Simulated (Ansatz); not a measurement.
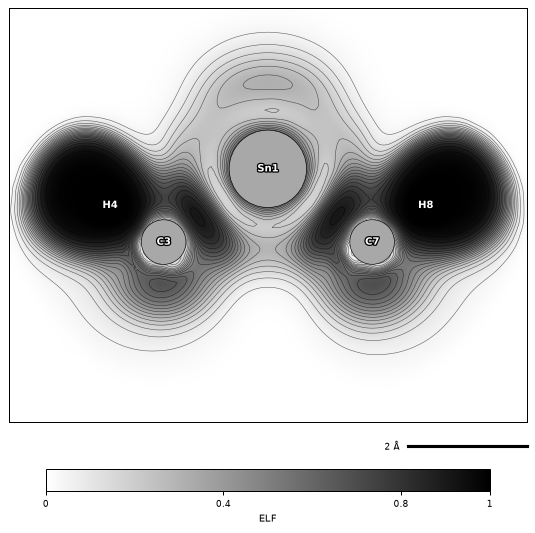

*C2H8Sn. Electron localisation function on the plane of atoms C3, Sn1 and C7. Grey discs cover the atomic cores.*

Core potentials replace the inner electrons of Sn.

Method: Ansatz 0.2.0, RKS PBE0-D4/def2-SVP.

Input file:

```
crystal:
  periodic: [false, false, false]
  atoms:
    - { symbol: Sn, position_ang: [0.0901, -0.040633, 0.092327] }
    - { symbol: H, position_ang: [0.364426, -0.129691, 1.787696] }
    - { symbol: C, position_ang: [2.212642, 0.061453, 0.323975] }
    - { symbol: H, position_ang: [2.500378, -0.880231, 0.812665] }
    - { symbol: H, position_ang: [2.855875, 0.219509, -0.556193] }
    - { symbol: H, position_ang: [2.383563, 0.877919, 1.037681] }
    - { symbol: C, position_ang: [-0.91609, 1.733311, -0.566407] }
    - { symbol: H, position_ang: [-1.982232, 1.518003, -0.716763] }
    - { symbol: H, position_ang: [-0.810753, 2.537412, 0.172307] }
    - { symbol: H, position_ang: [-0.479158, 2.061817, -1.519676] }
    - { symbol: H, position_ang: [-0.53775, -1.453368, -0.641512] }
basis:
  gaussian: { orbitals: def2-SVP }
hamiltonian:
  xc: pbe0
  dispersion: d4
relax:
  f_tol: 0.03
  max_steps: 50
output:
  orbitals: {}
```

Run with:

```sh
ansatz run input.yaml --threads 2 --pin off --max-ram 3072MiB --backend cpu --events-out ev --progress --plain --runs-dir out
```

The fields are those of the run's last geometry, not of the input's.

**Describe what can be read from this map.**

- The plane passes through Sn, C and H nuclei.
- C–Sn (2.15 Å): the ELF peaks at about 0.90 in the valence shell of C, 0.7 Å from its nucleus, and drops to about 0.15 between the two atoms.
- C–H (1.10 Å): the ELF climbs to about 1 towards the hydrogen, as it does in any bond to H; an ordinary covalent bond to hydrogen.
